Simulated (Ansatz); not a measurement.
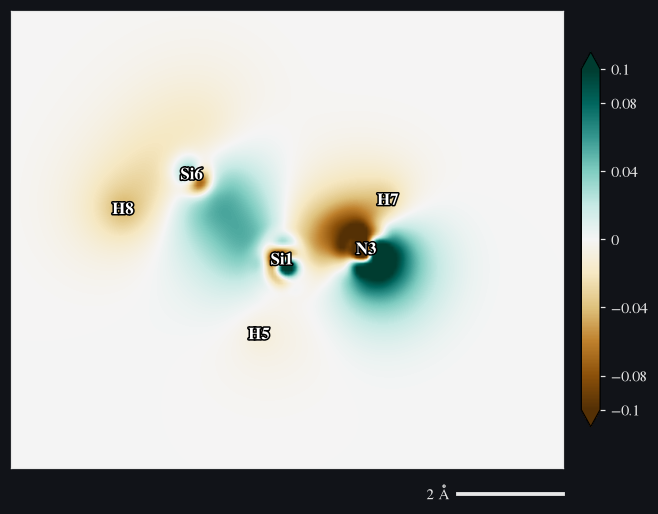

*H₅NSi₂···HCl. The HOMO−1 on the plane of atoms N3, Si1 and Si6 (values in Å⁻³ᐟ²; the overall sign is arbitrary).*

Theory: RKS PBE0/6-31G* in Ansatz 0.2.0.

```xyz
10

Si    0.0553    0.7041    0.2907
Cl    2.5889    0.4312   -2.0129
N    -0.4612    1.5695   -0.9672
H     1.5563    1.2422   -2.0514
H     1.2207    1.2896    1.0007
Si   -0.7878   -1.3067    1.1746
H    -1.2614    1.2607   -1.5088
H     0.1627   -1.8503    2.1833
H    -2.1052   -1.0542    1.8218
H    -0.9684   -2.2861    0.0690
```

What is the character of this orbital?

It lies mainly on N3 (about 55 %), Si1 (about 25 %) and Cl2 (about 10 %). Its energy is −7.77 eV.
